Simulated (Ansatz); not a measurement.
# One shape, several levels: [NH3]+ (SMILES [NH3+])

Aim: a comparison of 6 runs (U-wB97M-V/3-21G, UB2PLYP/3-21G, U-wB97M-V/6-31G*, UMP2/3-21G, UCCSDT/3-21G, UCCSD(T)/3-21G) of [NH3]+. 

Program for the calculation: Ansatz 0.2.0.

## (1) The molecule

The species is [NH3]+ (4 atoms), meant as a doublet with charge +1. As SMILES, `[NH3+]`. The H2–N1 distance was set to 2.056 Å, away from the relaxed value. At this shape a bond of the SMILES string is far longer than usual.

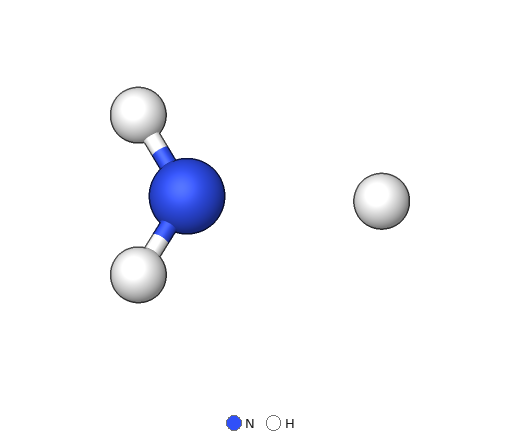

The structure, seen from a chosen angle (nitrogen blue, hydrogen white).

## (2) The energy at U-wB97M-V/3-21G (run 1)

input.yaml

```yaml
crystal:
  periodic: [false, false, false]
  atoms:
    - {symbol: N, position_ang: [-0.510432, 0.237115, -0.859980]}
    - {symbol: H, position_ang: [0.510700, -0.238750, 0.859300]}
    - {symbol: H, position_ang: [-1.506032, -0.001585, -0.949460]}
    - {symbol: H, position_ang: [-0.025952, 0.717015, -1.628810]}
basis:
  gaussian: {orbitals: 3-21G.json}
total_charge: 1
magnetization: {spin_polarized: true, initial_magnetization: 1}
hamiltonian: {xc: {name: wB97M-V}}
accuracy: high
```

The basis set 3-21G is read from a file made from the Basis Set Exchange's data (not shown).

Command:

```sh
$ ansatz run input.yaml --threads 1 --pin off --max-ram 2610MiB --events-out events.jsonl --progress --plain --runs-dir runs
```

Output:

```text
Warning: RAYON_NUM_THREADS=1 ignored (pool sized by the plan → 1); use --threads N
Functional definition: wB97M-V
  name "wB97M-V"
  parameter omega = 0.3/bohr
  parameter cx = 0.15
  parameter cx01 = 1.007
  parameter cx10 = 0.259
  parameter css00 = 0.443
  parameter css04 = -1.437
  parameter css10 = -4.535
  parameter css20 = -3.390
  parameter css43 = 4.278
  parameter cos00 = 1.000
  parameter cos10 = 1.358
  parameter cos20 = 2.924
  parameter cos21 = -8.812
  parameter cos60 = -1.390
  parameter cos61 = 9.142
  parameter b = 6.0
  parameter c = 0.01
  gx(w, u) = 1 - cx + cx01*u + cx10*w
  gss(w, u) = css00 + css04*u^4 + css10*w + css20*w^2 + css43*w^4*u^3
  gos(w, u) = cos00 + cos10*w + (cos20 + cos21*u)*w^2 + (cos60 + cos61*u)*w^6
  exchange = spin_sum(e_x_unif_sr(omega)*gx(b97_w, b97_u_x)) + cx*exact_x_sr(omega) + exact_x_lr(omega)
  correlation = spin_sum(e_c_pw_mod_same_spin*gss(b97_w, b97_u_same))
      + integral(e_c_pw_mod_opposite_spin*gos(b97_w_opposite, b97_u_opposite)) + vv10(b, c)
287 factors; integrals over basis functions are off by at most 4.6e-9 eV
119 factors; integrals over basis functions are off by at most 1.5e-9 eV
mean field evaluation 1: about -1508.6616 eV, gradient 3.8e1 eV
mean field evaluation 2: about -1506.5766 eV, gradient 4.1e1 eV
mean field evaluation 4: about -1515.3796 eV, gradient 1.0e0 eV
mean field evaluation 8: about -1515.4967 eV, gradient 3.0e-1 eV
mean field evaluation 16: about -1515.4910 eV, gradient 3.0e-4 eV
mean field -1515.49099994 eV, -55.6932670111 hartree, gradient 5.7e-8 eV, S^2 0.972374; 0 other end points of the search recorded, 0 dependent functions left out
reference -1515.49100178 eV, -55.6932670786 hartree; 5, 4 occupied and 10, 11 virtual orbitals, 287 factors
Total energy: -1515.49100178 eV, -55.6932670786 hartree
```

Run time: 8.7 s. Hardware: 1 thread of Arm Neoverse V1, shared host; peak memory 0.29 GiB.

## (3) The energy at UB2PLYP/3-21G (run 2)

job.yaml

```yaml
crystal:
  periodic: [false, false, false]
  atoms:
    - {symbol: "N", position_ang: [-0.510432, 0.237115, -0.859980]}
    - {symbol: H, position_ang: [0.510700, -0.238750, 0.859300]}
    - {symbol: H, position_ang: [-1.506032, -0.001585, -0.949460]}
    - {symbol: H, position_ang: [-0.025952, 0.717015, -1.628810]}
basis:
  gaussian:
    orbitals: 3-21G.json
total_charge: 1
magnetization:
  spin_polarized: true
  initial_magnetization: 1
hamiltonian:
  xc: {name: B2PLYP}
correlation:
  frozen_orbitals: {H: 0, "N": 1}
accuracy: high
```

The basis set 3-21G is read from a file made from the Basis Set Exchange's data (not shown).

Command:

```sh
$ ansatz run job.yaml --threads 1 --pin off --max-ram 2610MiB --events-out events.jsonl --progress --plain --runs-dir runs
```

Output, cut to the lines that bear on the results:

```text
Warning: RAYON_NUM_THREADS=1 ignored (pool sized by the plan → 1); use --threads N
Functional definition: B2PLYP
  name "B2PLYP"
[...]
287 factors; integrals over basis functions are off by at most 4.6e-9 eV
[...]
mean field -1513.52602274 eV, -55.6210554308 hartree, gradient 1.0e-8 eV, S^2 1.154682; 4 other end points of the search recorded, 0 dependent functions left out
1 core orbitals not correlated: weight in the atoms' cores, before any rotation towards them, 1.000 or more for the frozen orbitals, at most 0.000 for the correlated occupied ones
reference -1513.52603781 eV, -55.6210559849 hartree; 4, 3 occupied and 10, 11 virtual orbitals, 287 factors
second order -2.84088911 eV of doubles, -0.00000000 eV of singles
Total energy: -1514.29307788 eV, -55.6492441872 hartree
```

Run time: 1.4 s. Hardware: 1 thread of Arm Neoverse V1, shared host; peak memory 0.097 GiB.

Runs 3 to 5 aren't shown in full; the table further down has their settings and results.

## (4) A single-point energy at UCCSD(T)/3-21G (run 6)

run.yaml

```yaml
crystal:
  periodic: [false, false, false]
  atoms:
    - {symbol: N, position_ang: [-0.510432, 0.237115, -0.859980]}
    - {symbol: H, position_ang: [0.510700, -0.238750, 0.859300]}
    - {symbol: H, position_ang: [-1.506032, -0.001585, -0.949460]}
    - {symbol: H, position_ang: [-0.025952, 0.717015, -1.628810]}
basis:
  gaussian: {orbitals: 3-21G.json}
total_charge: 1
magnetization: {spin_polarized: true, initial_magnetization: 1}
correlation: {method: ccsd_t, frozen_orbitals: {H: 0, "N": 1}}
accuracy: high
scf: {omitted_lower_state_checks: [cluster_reference, increment]}
```

The basis set 3-21G is read from a file made from the Basis Set Exchange's data (not shown).

Command:

```sh
$ ansatz run run.yaml --threads 1 --pin off --max-ram 2610MiB --events-out events.jsonl --progress --plain --runs-dir runs
```

Output, cut to the lines that bear on the results:

```text
Warning: RAYON_NUM_THREADS=1 ignored (pool sized by the plan → 1); use --threads N
Functional definition: HF
  name "HF"
[...]
287 factors; integrals over basis functions are off by at most 4.6e-9 eV
[...]
mean field -1508.15549683 eV, -55.4236922441 hartree, gradient 2.0e-8 eV, S^2 1.445089; 6 other end points of the search recorded, 0 dependent functions left out
1 core orbitals not correlated: weight in the atoms' cores, before any rotation towards them, 1.000 or more for the frozen orbitals, at most 0.000 for the correlated occupied ones
reference -1508.15549683 eV, -55.4236922441 hartree; 4, 3 occupied and 10, 11 virtual orbitals, 287 factors
second order -1.93423704 eV of doubles, -0.00000000 eV of singles
cycle   1  -2.18716810 eV  change   -2.5e-1 eV  update   5.5e-2
[...]
cycle  36  -2.72638073 eV  change   1.2e-10 eV  update  1.5e-10
perturbative correction -0.06783132 eV, -0.0024927550 hartree
Total energy: -1510.94970888 eV, -55.5263776428 hartree
Checks for a lower state left out: cluster_reference, increment
```

Wall time 0.22 s (1 thread of Arm Neoverse V1, shared host).

## (5) Overview of the runs

```csv
run,level,frozen core orbitals,energy (Eh),⟨S²⟩,wall time
1,U-wB97M-V/3-21G,–,-55.693267,0.972,8.7 s
2,UB2PLYP/3-21G,1,-55.649244,1.155,1.4 s
3,U-wB97M-V/6-31G* (spherical functions),–,-55.988511,0.972,8.4 s
4,UMP2/3-21G,1,-55.494774,1.445,0.12 s
5,UCCSDT/3-21G,1,-55.527681,1.445,0.68 s
6,UCCSD(T)/3-21G,1,-55.526378,1.445,0.22 s
```

## (6) Summary of results

```
                                         quantity         value
                              run 6: total energy  -55.52638 Eh
run 6: correlation energy (1 core orbital frozen)    -102.7 mEh
                            run 6: (T) correction     -2.49 mEh
         run 6: ⟨S²⟩ of the reference determinant         1.445
                             run 6: T1 diagnostic         0.087
```

In words: Totals of different functionals can't be ranked against each other. Spin contamination of the reference: run 4 ⟨S²⟩ = 1.45, run 5 ⟨S²⟩ = 1.45, run 6 ⟨S²⟩ = 1.45, run 2 ⟨S²⟩ = 1.15, run 3 ⟨S²⟩ = 0.97, run 1 ⟨S²⟩ = 0.97. Where it is this large, the reference is a mixture of spin states, and values that rest on it are in doubt. All runs together took 20 s, the longest 8.7 s.
